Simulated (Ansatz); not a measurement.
## SnTe2 (model cell, started as rutile): phonons and vibrational spectra

Task: relax SnTe2 (model cell, started as rutile), then find its harmonic phonons.

Method: DFT PBE, scalar-relativistic, plane waves, PAW, in Ansatz 0.2.0.

The structure was built from a prototype and need not be the compound's stable phase.

## 1. The structure

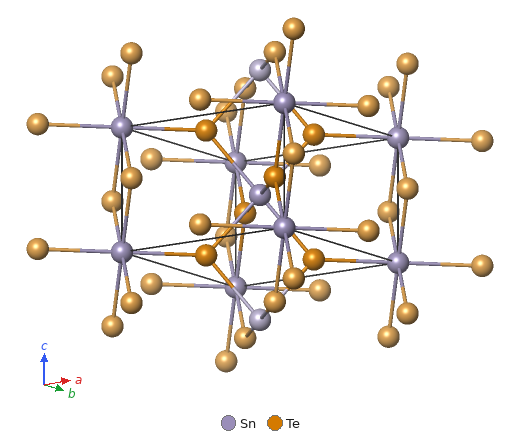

The cell as given, from a free direction (tin purple, tellurium orange). Some periodic images of atoms are drawn too.

## 2. Bringing the structure to rest

Harmonic phonons are second derivatives at a point where the forces vanish, and they are wanted at zero stress, so atoms and cell are relaxed first.

Contents of input.yaml:

```yaml
crystal:
  lattice:
    - [6.757, 0.0, 0.0]
    - [0.0, 6.757, 0.0]
    - [0.0, 0.0, 4.35826]
  atoms:
    - { symbol: Sn, position: [0.0, 0.0, 0.0] }
    - { symbol: Sn, position: [0.5, 0.5, 0.5] }
    - { symbol: Te, position: [0.305, 0.305, 0.0] }
    - { symbol: Te, position: [0.695, 0.695, 0.0] }
    - { symbol: Te, position: [0.805, 0.195, 0.5] }
    - { symbol: Te, position: [0.195, 0.805, 0.5] }
kpoints:
  mp_grid: { grid: [6, 6, 8] }
hamiltonian:
  xc: pbe
scf:
  occupations: { method: gaussian, width: 0.1 }
output:
  forces: true
  stress: true
  eigenvalues: true
  write_density: true
  write_potential: true
  elf: true
  volumetric_format: npy
relax:
  adjacent_minimum: "off"
  f_tol: 0.005
  max_steps: 80
  cell: { stress_tol: 0.05 }
```

Command:

```sh
$ ansatz run input.yaml --threads 4 --pin off --max-ram 14336MiB --backend cpu --events-out ev --progress --plain --runs-dir out
```

Numbers of over 12 decimals in the logs are rounded to 6 here.

The program printed:

```text
Engine: ansatz 0.2.0, aarch64-unknown-linux-gnu
Pseudopotentials: kind: paw
Pseudopotential: Sn, paw, valence charge 14, recommended cutoff 420 eV (normal), Sn.paw.azcp
Pseudopotential: Te, paw, valence charge 16, recommended cutoff 420 eV (normal), Te.paw.azcp
Functional definition: PBE
  parameter kappa = 0.804
  parameter beta = 0.066725
  exchange = pbe_x(kappa = kappa, mu = beta*pi^2/3)
  correlation = pbe_c(beta = beta)
Crystal: 6 atoms, lattice volume = 198.985 Å³
Basis set: ecut = 420 eV, 3927 PW (Γ), exchange–correlation on 96×96×60 points (8 copies of the dense FFT grid, shifted against one another)
Bands: 56, of which v1, the nominal top of the filled ones, is band 46 counted from 1 (45 counted from 0)
Symmetry: 16 space group operations
Space group: P42/mnm (ITA 136), of the structure as read, at distance tolerance 5.8e-5 Å
k-points: 50 of 288
Non-local potential: Sn, projectors of the file, l = 0: 2, l = 1: 2, l = 2: 2, l = 3: 2
Non-local potential: Te, projectors of the file, l = 0: 2, l = 1: 2, l = 2: 2, l = 3: 2
PAW form: soft (Blöchl's): semilocal exchange-correlation on the pseudo side does not see the compensation charge
PAW one-centre angular grid: Sn, 590 points (default); XC on 64 Gauss nodes
PAW one-centre angular grid: Te, 590 points (default); XC on 64 Gauss nodes
Initial density: superposition of atomic densities (neutral atoms: chi_scale 0, normalization atom), corrected by the library's trained network
Initial wavefunctions: pseudopotential atomic-orbital guess
Functional: x = pbe(κ = 0.804, μ = 0.219515), c = pbe(β = 0.066725)
SCF iter   1: F=—  HF=-39967.439217 eV  |F-HF|=—  |Δ(HF+E_count)|=         —  Δρ=1.81e-3  dr2=4.36e-3  ethr=1.77e-3  ⟨swp⟩=7.9  Hψ=11760  notcnv=0  defer=52
preconditioner: auto → LDOS  [metal: Δε(μ)=0.023 eV  Ē_g=8.683 eV  σ=0.100 eV  W_gap=0.13  n_scr=46 (ndim 8)  ℏωp=14.9 eV  f_vac=0.056  D(μ)=3.52/eV (n_scr^D=18)  β→1.0]
SCF iter   2: F=—  HF=-39967.437541 eV  |F-HF|=—  |Δ(HF+E_count)|=   1.68e-3  Δρ=6.79e-4  dr2=7.24e-4  ethr=4.74e-6  ⟨swp⟩=2.3  Hψ=5570  notcnv=0  defer=72
SCF iter   3: F=—  HF=-39967.437180 eV  |F-HF|=—  |Δ(HF+E_count)|=   3.60e-4  Δρ=2.51e-4  dr2=1.02e-4  ethr=7.87e-7  ⟨swp⟩=2.0  Hψ=4938  notcnv=0  defer=72
SCF iter   4: F=—  HF=-39967.437134 eV  |F-HF|=—  |Δ(HF+E_count)|=   4.66e-5  Δρ=5.32e-5  dr2=4.02e-6  ethr=1.11e-7  ⟨swp⟩=2.0  Hψ=4942  notcnv=0  defer=72
SCF iter   5: F=—  HF=-39967.437118 eV  |F-HF|=—  |Δ(HF+E_count)|=   1.60e-5  Δρ=1.66e-5  dr2=5.16e-7  ethr=4.37e-9  ⟨swp⟩=2.0  Hψ=4942  notcnv=0  defer=72
SCF iter   6: F=-39967.437118 eV  HF=-39967.437118 eV  |F-HF|=2.20e-9  |Δ(HF+E_count)|=   1.83e-8  Δρ=3.37e-6  dr2=1.65e-8  ethr=1.09e-10  ⟨swp⟩=16.9  Hψ=22671  notcnv=0
SCF 1 converged in 6 iterations: F = -39967.437118 eV  dr2 = 1.65e-8
  greatest PAW one-centre occupation: 0.998 electrons in one spin orbital (limit 2), on the Te atom at site 5 (counted from 0), in its partial waves of l = 2
relax step   1: F+E_penalty+E_count = -39967.43711765 eV  Δ(F+E_penalty+E_count) = +0.000e0 eV  max|allowed force component| = 2.337e-1 eV/Å  Δτ_max = 0.0000 Å  P = +4.815 GPa  Ω = 198.985 Å³  (6 SCF iters, dr2 threshold 1.00e-7 eV, accepted)
Crystal: 6 atoms, lattice volume = 226.198 Å³
Basis set: ecut = 420 eV, 4459 PW (Γ), exchange–correlation on 96×96×60 points (8 copies of the dense FFT grid, shifted against one another)
Initial density: handed on by an earlier stage of this run
Initial wavefunctions: those handed on with the density
iter 1 solved again at ethr=3.91e-5 eV; its pass at ethr=3.10e-3 eV (dr2=3.60e-2 eV) is discarded
SCF iter   1: F=—  HF=-39967.709235 eV  |F-HF|=—  |Δ(HF+E_count)|=         —  Δρ=3.90e-3  dr2=3.65e-2  ethr=3.91e-5  ⟨swp⟩=1.8  Hψ=15770  notcnv=0
preconditioner: auto → LDOS  [metal: Δε(μ)=0.009 eV  Ē_g=8.127 eV  σ=0.100 eV  W_gap=0.05  n_scr=46 (ndim 8)  ℏωp=14.0 eV  f_vac=0.101  D(μ)=6.09/eV (n_scr^D=38)  β→1.0]
SCF iter   2: F=—  HF=-39967.706673 eV  |F-HF|=—  |Δ(HF+E_count)|=   2.56e-3  Δρ=1.21e-3  dr2=3.95e-3  ethr=3.91e-5  ⟨swp⟩=2.0  Hψ=3606  notcnv=0
SCF iter   3: F=—  HF=-39967.707223 eV  |F-HF|=—  |Δ(HF+E_count)|=   5.50e-4  Δρ=6.50e-4  dr2=1.13e-3  ethr=4.30e-6  ⟨swp⟩=2.0  Hψ=5115  notcnv=0
SCF iter   4: F=—  HF=-39967.706916 eV  |F-HF|=—  |Δ(HF+E_count)|=   3.07e-4  Δρ=2.18e-4  dr2=1.16e-4  ethr=1.22e-6  ⟨swp⟩=2.0  Hψ=5110  notcnv=0
SCF iter   5: F=—  HF=-39967.706928 eV  |F-HF|=—  |Δ(HF+E_count)|=   1.16e-5  Δρ=4.52e-5  dr2=4.70e-6  ethr=1.26e-7  ⟨swp⟩=2.0  Hψ=5110  notcnv=0
SCF iter   6: F=-39967.706929 eV  HF=-39967.706930 eV  |F-HF|=3.32e-7  |Δ(HF+E_count)|=   1.63e-6  Δρ=1.49e-5  dr2=5.54e-7  ethr=6.52e-10  ⟨swp⟩=13.8  Hψ=26193  notcnv=0
SCF 2 converged in 6 iterations: F = -39967.706929 eV  dr2 = 5.54e-7
  greatest PAW one-centre occupation: 0.998 electrons in one spin orbital (limit 2), on the Te atom at site 3 (counted from 0), in its partial waves of l = 2
relax step   2: F+E_penalty+E_count = -39967.70692925 eV  Δ(F+E_penalty+E_count) = -2.698e-1 eV  max|allowed force component| = 1.204e-1 eV/Å  Δτ_max = 0.0495 Å  P = -0.972 GPa  Ω = 226.198 Å³  energy of the carried Pulay correction = -5.284e-3 eV  (6 SCF iters, dr2 threshold 6.00e-7 eV, accepted)
Crystal: 6 atoms, lattice volume = 221.339 Å³
Basis set: ecut = 420 eV, 4307 PW (Γ), exchange–correlation on 96×96×60 points (8 copies of the dense FFT grid, shifted against one another)
iter 1 solved again at ethr=2.38e-6 eV; its pass at ethr=3.10e-3 eV (dr2=2.19e-3 eV) is discarded
SCF iter   1: F=—  HF=-39967.734162 eV  |F-HF|=—  |Δ(HF+E_count)|=         —  Δρ=9.61e-4  dr2=2.20e-3  ethr=2.38e-6  ⟨swp⟩=1.8  Hψ=14294  notcnv=0
preconditioner: auto → LDOS  [metal: Δε(μ)=0.012 eV  Ē_g=8.223 eV  σ=0.100 eV  W_gap=0.07  n_scr=46 (ndim 8)  ℏωp=14.1 eV  f_vac=0.080  D(μ)=5.70/eV (n_scr^D=38)  β→1.0]
SCF iter   2: F=—  HF=-39967.733800 eV  |F-HF|=—  |Δ(HF+E_count)|=   3.62e-4  Δρ=2.94e-4  dr2=2.04e-4  ethr=2.38e-6  ⟨swp⟩=2.0  Hψ=3610  notcnv=0
SCF iter   3: F=—  HF=-39967.733877 eV  |F-HF|=—  |Δ(HF+E_count)|=   7.70e-5  Δρ=1.40e-4  dr2=5.38e-5  ethr=2.22e-7  ⟨swp⟩=2.0  Hψ=5114  notcnv=0
SCF iter   4: F=—  HF=-39967.733863 eV  |F-HF|=—  |Δ(HF+E_count)|=   1.36e-5  Δρ=4.64e-5  dr2=5.13e-6  ethr=5.85e-8  ⟨swp⟩=2.0  Hψ=5109  notcnv=0
SCF iter   5: F=-39967.733862 eV  HF=-39967.733862 eV  |F-HF|=1.57e-7  |Δ(HF+E_count)|=   9.94e-7  Δρ=1.36e-5  dr2=5.13e-7  ethr=6.52e-10  ⟨swp⟩=10.1  Hψ=22232  notcnv=0
SCF 3 converged in 5 iterations: F = -39967.733862 eV  dr2 = 5.13e-7
relax step   3: F+E_penalty+E_count = -39967.73386192 eV  Δ(F+E_penalty+E_count) = -2.693e-2 eV  max|allowed force component| = 3.702e-2 eV/Å  Δτ_max = 0.0178 Å  P = -0.197 GPa  Ω = 221.339 Å³  energy of the carried Pulay correction = -4.390e-3 eV  (5 SCF iters, dr2 threshold 6.00e-7 eV, accepted)
[...]
relax step   4: F+E_penalty+E_count = -39967.73670451 eV  Δ(F+E_penalty+E_count) = -2.843e-3 eV  max|allowed force component| = 7.193e-3 eV/Å  Δτ_max = 0.0037 Å  P = +0.053 GPa  Ω = 220.009 Å³  energy of the carried Pulay correction = -4.142e-3 eV  (4 SCF iters, dr2 threshold 4.96e-7 eV, accepted)
[...]
relax step   5: F+E_penalty+E_count = -39967.73740712 eV  Δ(F+E_penalty+E_count) = -7.026e-4 eV  max|allowed force component| = 1.432e-3 eV/Å  Δτ_max = 0.0004 Å  P = +0.061 GPa  Ω = 220.076 Å³  energy of the carried Pulay correction = -4.155e-3 eV  (5 SCF iters, dr2 threshold 3.47e-8 eV, accepted)
[...]
relax step   6: F+E_penalty+E_count = -39967.73755793 eV  Δ(F+E_penalty+E_count) = -1.508e-4 eV  max|allowed force component| = 6.139e-4 eV/Å  Δτ_max = 0.0003 Å  P = +0.002 GPa  Ω = 220.537 Å³  energy of the carried Pulay correction = -4.241e-3 eV  (5 SCF iters, dr2 threshold 1.91e-8 eV, accepted)
Initial wavefunctions: pseudopotential atomic-orbital guess (no wavefunctions were taken with the density)
iter 1 solved again at ethr=3.00e-7 eV; its pass at ethr=3.10e-3 eV (dr2=2.76e-4 eV) is discarded
SCF iter   1: F=—  HF=-39967.735157 eV  |F-HF|=—  |Δ(HF+E_count)|=         —  Δρ=3.36e-4  dr2=8.18e-6  ethr=3.00e-7  ⟨swp⟩=3.1  Hψ=18840  notcnv=0
preconditioner: auto → LDOS  [metal: Δε(μ)=0.015 eV  Ē_g=8.247 eV  σ=0.100 eV  W_gap=0.08  n_scr=46 (ndim 8)  ℏωp=14.1 eV  f_vac=0.081  D(μ)=5.18/eV (n_scr^D=38)  β→1.0]
SCF iter   2: F=—  HF=-39967.741300 eV  |F-HF|=—  |Δ(HF+E_count)|=   6.14e-3  Δρ=2.94e-5  dr2=1.22e-6  ethr=8.90e-9  ⟨swp⟩=2.6  Hψ=5172  notcnv=0
SCF iter   3: F=—  HF=-39967.741298 eV  |F-HF|=—  |Δ(HF+E_count)|=   2.25e-6  Δρ=1.00e-5  dr2=1.96e-7  ethr=1.32e-9  ⟨swp⟩=2.0  Hψ=5110  notcnv=0
SCF iter   4: F=—  HF=-39967.741300 eV  |F-HF|=—  |Δ(HF+E_count)|=   1.84e-6  Δρ=2.52e-6  dr2=2.30e-8  ethr=2.13e-10  ⟨swp⟩=3.0  Hψ=5300  notcnv=0
SCF iter   5: F=—  HF=-39967.741300 eV  |F-HF|=—  |Δ(HF+E_count)|=   9.51e-8  Δρ=9.80e-7  dr2=2.19e-9  ethr=2.50e-11  ⟨swp⟩=3.0  Hψ=5077  notcnv=0
SCF iter   6: F=—  HF=-39967.741300 eV  |F-HF|=—  |Δ(HF+E_count)|=  2.84e-10  Δρ=2.60e-7  dr2=1.88e-10  ethr=2.39e-12  ⟨swp⟩=2.0  Hψ=5105  notcnv=0
SCF iter   7: F=-39967.741300 eV  HF=-39967.741300 eV  |F-HF|=1.46e-11  |Δ(HF+E_count)|=  4.37e-11  Δρ=7.52e-8  dr2=1.25e-11  ethr=1.00e-12  ⟨swp⟩=8.7  Hψ=13597  notcnv=0
SCF 7 converged in 7 iterations: F = -39967.741300 eV  dr2 = 1.25e-11
relax step   7: F+E_penalty+E_count = -39967.74129964 eV  Δ(F+E_penalty+E_count) = -3.742e-3 eV  max|allowed force component| = 5.098e-4 eV/Å  Δτ_max = 0.0000 Å  P = -0.006 GPa  Ω = 220.537 Å³  stress off target by 7.95e-3 GPa  SCF on the basis re-selected at this cell (its energy is not comparable with the rows above)  (7 SCF iters)
basis re-selected at this cell: Δ(F+E_penalty+E_count) = -3.742e-3 eV, ΔP = -0.008 GPa vs the last step (what re-selecting the basis moved, of the pressure what is left beyond the Pulay correction that the steps carried, after the strain that the cell walked since its last selection, with what the two solves' SCF thresholds leave and, on support functions, any second-order correction that the steps lacked; it is no m [...]
SCF converged after 7 iterations
Free energy (F): -39967.741300 eV
Harris-Foulkes:  -39967.741300 eV  (|F-HF|=1.46e-11)
Internal energy: -39967.715395 eV  (E = F + TS)
E sigma→0 (E₀):  -39967.728347 eV
Entropy (-TS):   -0.025905 eV (-4.317 meV/atom)
Fermi energy:    6.786733 eV
--- Per-component energies (eV) ---
  E_band       = -1409.789660
  E_kinetic    = 1091.409378
  E_local      = -8125.420710  (includes V_loc(G=0)·N_el)
  E_nonlocal   = -1304.474418
  E_hartree    = 4883.921209
  E_xc         = -1258.005138
  E_vxc        = -603.079577  (∫ρ·V_xc dr)
  E_paw        = -26925.573289  (= ΣΔE_a)
  E_vpaw       = -2236.066063  (= ΣTr[D̂ρ^β])
  E_aug_tail   = -0.000779  (compensation charges beyond the density's cutoff)
  E_ewald      = -8329.571648
  E_smearing   = -0.025905  (= −TS)
  E_closure    = 0.000000  (closes the sum)
  Σ components = -39967.741300   (vs F -39967.741300, Δ=0.00e0)
--- Forces (eV/Å), atoms counted from 1 ---
  atom   1  Sn    -0.00000000     0.00000000     0.00000000
  atom   2  Sn     0.00000000     0.00000000     0.00000000
  atom   3  Te    -0.00050980    -0.00050980     0.00000000
  atom   4  Te     0.00050980     0.00050980     0.00000000
  atom   5  Te    -0.00050980     0.00050980     0.00000000
  atom   6  Te     0.00050980    -0.00050980     0.00000000
  max |Σ_I F_I| component: 1.52e-18 eV/Å
--- Stress (GPa, compression-positive) ---
       -0.007950       0.000000       0.000000
        0.000000      -0.007950       0.000000
        0.000000       0.000000      -0.003381
  P = ⅓ Tr σ = -0.0064 GPa (-0.064 kbar)
--- Band table (eV; the first three rows and the last of 50) ---
  k-point 0: bands = [... 42 lower, 6.1107, 6.1107, 6.7579, 6.7579, 7.3801, 7.4536, 8.6713, 8.6713, ... 6 higher]
  k-point 1: bands = [... 42 lower, 5.4084, 6.5436, 6.7738, 6.7738, 7.2405, 7.9472, 9.3044, 9.3044, ... 6 higher]
  k-point 2: bands = [... 42 lower, 4.6197, 6.4977, 6.4977, 6.8246, 6.8405, 8.3336, 9.9871, 10.1859, ... 6 higher]
  k-point 49: bands = [... 42 lower, 6.1571, 6.1571, 6.3417, 6.3417, 6.7187, 6.7187, 10.3563, 10.3563, ... 6 higher]
--- Relaxed structure (6 steps of the walk, 6 accepted, 1 SCFs on fresh bases) ---
  F+E_penalty+E_count = -39967.74129964 eV   max|allowed force component| = 5.098e-4 eV/Å   (the final SCF, on the basis selected at the relaxed cell)
  cell:  # Å, volume = 220.5369 Å³
    - [7.061538, 0, 0.0]
    - [0, 7.061538, 0.0]
    - [0.0, 0.0, 4.422651]
  atoms:
    - { symbol: Sn, position: [0, 0, 0.0] }
    - { symbol: Sn, position: [0.5, 0.5, 0.5] }
    - { symbol: Te, position: [0.301998, 0.301998, 0.0] }
    - { symbol: Te, position: [0.698002, 0.698002, 0.0] }
    - { symbol: Te, position: [0.801998, 0.198002, 0.5] }
    - { symbol: Te, position: [0.198002, 0.801998, 0.5] }
```

Run time: 64 s. Hardware: 4 threads of Arm Neoverse V2, shared host; peak memory 0.89 GiB; 4.2 min of CPU time.

The steps of the relaxation:

```tsv
step	energy less that of the first step (eV)	largest force component (eV/Å)	pressure (GPa)	volume (Å³)
1	0.0000	0.2337	4.82	198.99
2	-0.2698	0.1204	-0.97	226.20
3	-0.2967	0.0370	-0.20	221.34
4	-0.2996	0.0072	0.05	220.01
5	-0.3003	0.0014	0.06	220.08
6	-0.3004	0.0006	0.00	220.54
7*	-0.3042	0.0005	-0.01	220.54
```

Relaxation steps marked * repeat the geometry before them on a plane-wave basis chosen anew for their cell, so energy and pressure can jump there.

Forces are held to the 16 operations that the run works with; a distortion that breaks them can't arise in this run.

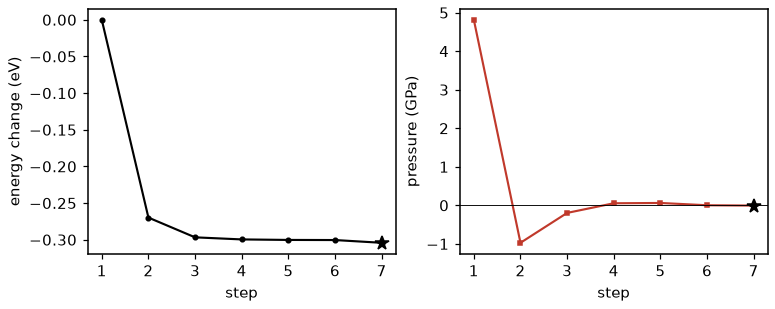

Energy and pressure along the relaxation. Stars mark steps on a basis chosen anew.

```tsv
conventional cell, symmetrised	before	after	change
a (Å)	6.757	7.062	+4.5 %
b (Å)	6.757	7.062	+4.5 %
c (Å)	4.358	4.423	+1.5 %
volume (Å³/atom)	33.16	36.76	+10.8 %
```

The atoms that moved most (Å, as changes of fractional coordinates times the final cell):

```tsv
atom	dx	dy	dz	length
Te4	0.021	0.021	0.000	0.030
Te5	-0.021	0.021	0.000	0.030
Te6	0.021	-0.021	0.000	0.030
Te3	-0.021	-0.021	0.000	0.030
```

The relaxed structure:

```cif
data_structure
_symmetry_space_group_name_H-M 'P 1'
_symmetry_Int_Tables_number 1
_cell_length_a 7.0615
_cell_length_b 7.0615
_cell_length_c 4.4227
_cell_angle_alpha 90.000
_cell_angle_beta 90.000
_cell_angle_gamma 90.000
_cell_volume 220.54
loop_
_atom_site_label
_atom_site_type_symbol
_atom_site_fract_x
_atom_site_fract_y
_atom_site_fract_z
_atom_site_occupancy
Sn1 Sn 0.00000 0.00000 0.00000 1
Sn2 Sn 0.50000 0.50000 0.50000 1
Te3 Te 0.30200 0.30200 0.00000 1
Te4 Te 0.69800 0.69800 0.00000 1
Te5 Te 0.80200 0.19800 0.50000 1
Te6 Te 0.19800 0.80200 0.50000 1
```

Numbers from this step:

* pressure: -0.006427 GPa
* volume per atom: 36.76 Å³
* gap on the k-mesh: 0 eV

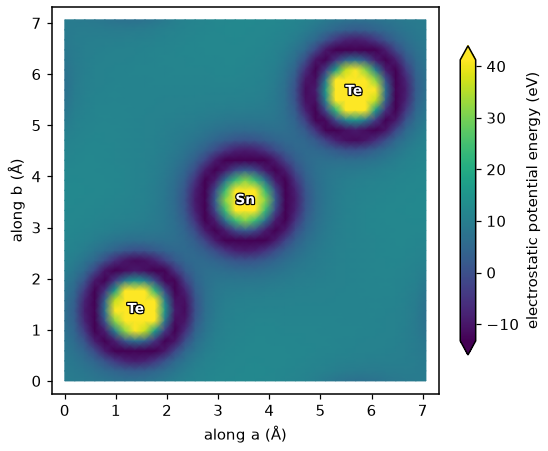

Electrostatic potential energy in the ab plane at fractional z = 0.000, with atoms of Sn and Te within 0.2 Å of it. With pseudopotentials it is smooth inside the atoms' cores, unlike the true potential. The map starts off the cell's origin, so that atoms lie inside it.

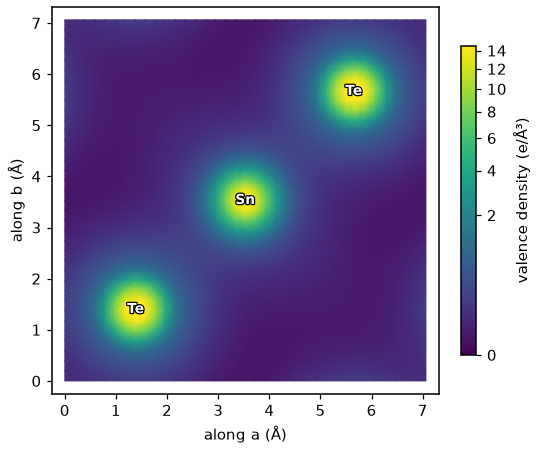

Valence density in the ab plane at fractional z = 0.000, with atoms of Sn and Te within 0.2 Å of it. It is the smooth field of the valence electrons, not physical close to the nuclei. The map starts off the cell's origin, so that atoms lie inside it. The colour scale is stretched toward low values.

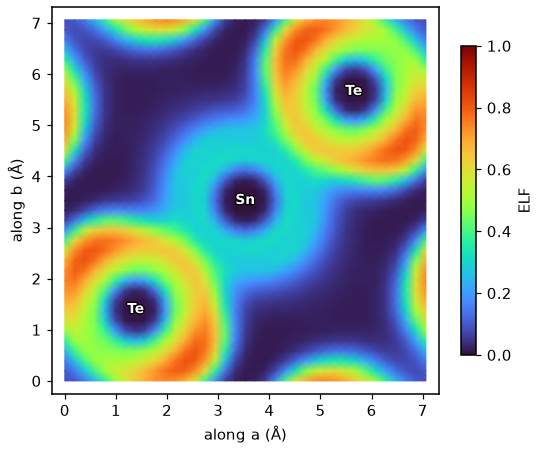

ELF in the ab plane at fractional z = 0.000, with atoms of Sn and Te within 0.2 Å of it. It is the smooth field of the valence electrons, not physical close to the nuclei. The map starts off the cell's origin, so that atoms lie inside it.

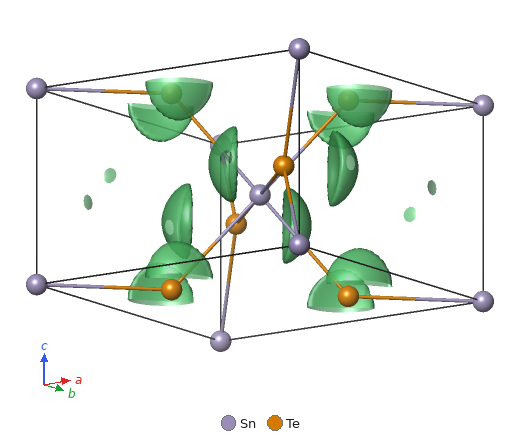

Surface of ELF = 0.73.

In this step the volume went from 33.16 to 36.76 Å³/atom.

## 3. Relaxation

The relaxation is repeated from its end on the same settings, as a check that it has come to rest.

input.yaml, the sections that differ from step 2:

```yaml
crystal:
  lattice:
    - [7.0615379015, 0.0, 0.0]
    - [0.0, 7.0615379015, 0.0]
    - [0.0, 0.0, 4.4226511855]
  atoms:
    - { symbol: Sn, position: [0.0, 0.0, 0.0] }
    - { symbol: Sn, position: [0.5, 0.5, 0.5] }
    - { symbol: Te, position: [0.3019975446, 0.3019975446, 0.0] }
    - { symbol: Te, position: [0.6980024554, 0.6980024554, 0.0] }
    - { symbol: Te, position: [0.8019975446, 0.1980024554, 0.5] }
    - { symbol: Te, position: [0.1980024554, 0.8019975446, 0.5] }
# kpoints, hamiltonian, scf, output, relax: as in step 2
```

The program printed:

```text
[...]
Crystal: 6 atoms, lattice volume = 220.537 Å³
Basis set: ecut = 420 eV, 4307 PW (Γ), exchange–correlation on 96×96×60 points (8 copies of the dense FFT grid, shifted against one another)
Bands: 56, of which v1, the nominal top of the filled ones, is band 46 counted from 1 (45 counted from 0)
Symmetry: 16 space group operations
[...]
k-points: 50 of 288
[...]
cell:  # Å, volume = 220.5369 Å³
    - [7.0615379015, 0.0, 0.0]
    - [0.0, 7.0615379015, 0.0]
    - [0.0, 0.0, 4.4226511855]
  atoms:
    - { symbol: Sn, position: [0.0, 0.0, 0.0] }
    - { symbol: Sn, position: [0.5, 0.5, 0.5] }
    - { symbol: Te, position: [0.3019975446, 0.3019975446, 0.0] }
    - { symbol: Te, position: [0.6980024554, 0.6980024554, 0.0] }
    - { symbol: Te, position: [0.8019975446, 0.1980024554, 0.5] }
    - { symbol: Te, position: [0.1980024554, 0.8019975446, 0.5] }
[key lines of the parts left out:]
SCF converged after 5 iterations
Free energy (F): -39967.741300 eV
Fermi energy:    6.786733 eV
P = ⅓ Tr σ = -0.0064 GPa (-0.064 kbar)
```

Elapsed: 18 s, on 4 threads; peak memory 0.89 GiB; 68 s of CPU time.

Little changed from the start: no atom moved by 0.005 Å and no cell edge by 0.1 %.

Numbers from this step:

| Property | Result |
| --- | --- |
| pressure | -0.006428 GPa |

In this step the volume went from 36.76 to 36.76 Å³/atom.

(Part 1 of 2 ends here.)

[Logs are printed without paths, hosts, clocks, repeated set-up lines and the standing remarks that a program may print on its own settings, such as how far it seeks lower states.]

[Hosts, paths, dates, database ids (printed as entryN), source tags and the programs' standing remarks are cut or masked in the printed files.]
